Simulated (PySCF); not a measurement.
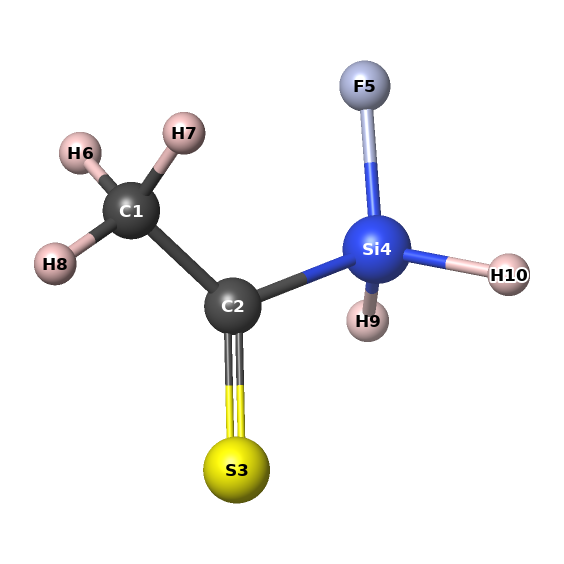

The computed structure is the end point of a PBE0-D3(BJ)/def2-SVP optimisation. No frequency run is at hand to confirm it as a minimum. Method: TDDFT CAM-B3LYP/def2-SVPD, vertical, gas phase, core orbitals frozen in the response (PySCF 2.14.0), and the same with a continuum solvent (IEF-PCM, Bondi radii x 1.2, gas-phase geometry).

How do dipole (D), HOMO–LUMO gap (eV), lowest singlet (eV) change in water (ε = 78.4)?

| medium | dipole (D) | HOMO–LUMO gap (eV) | lowest singlet (eV) |
| --- | --- | --- | --- |
| gas phase | 0.98 | 6.45 | 2.22 |
| water | 1.53 | 6.57 | 2.34 |
